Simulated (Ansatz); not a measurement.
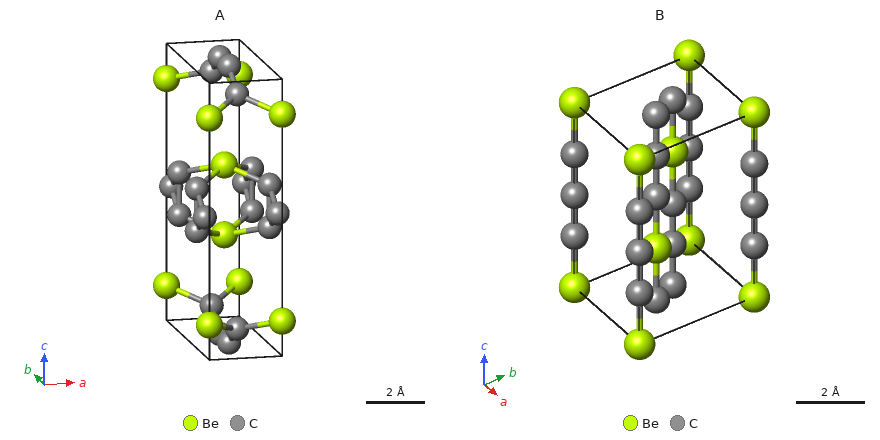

Two structures of BeC3, each relaxed to rest (conventional cells in solid outline, small ones repeated, not to one scale). Method: DFT PBE, scalar-relativistic, plane waves, PAW in Ansatz, without spin polarisation.

Question: State the structure in each panel.

Answer: A: 16 atoms a cell on a body-centred orthorhombic lattice, Immm. B: 12 atoms a cell on a rhombohedral (trigonal R) lattice, R-3m.

Question: Which structure is more stable?

Answer: A is lower, by 98 meV/atom at this level of theory (energies at zero smearing). Volumes: A 10.1, B 12.4 Å³/atom.

One or both may be structure types tried for this composition rather than known phases.
